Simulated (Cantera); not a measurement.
A closed system holds: 1 mol NiS, 5.1 mol H2, equilibrated at 21.0 Pa.

Method: chemical equilibrium by Gibbs-energy minimisation in Cantera with the NASA 1993 tables (ideal gas, pure condensed phases). Candidate condensed phases: Ni, NiS, NiS2, Ni3S2, Ni3S4, S; 9 gas species. Metal and sulfide melt together well below either melting point, which pure phases cannot show. Mutual solubility and eutectic melting of coexisting phases are not modelled. Gases not in the tables: S3 to S7. Rates play no part.

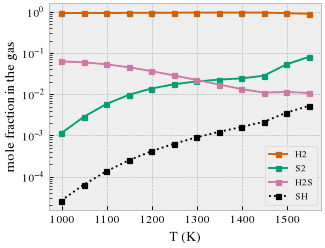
Equilibrium gas composition (values under 1e-9 drawn at 1e-9)

Task: Read off the mole fractions at 1048 K.

Result: H2 about 0.94, H2S about 0.060, S2 about 0.0028, SH about 6.3e-5.
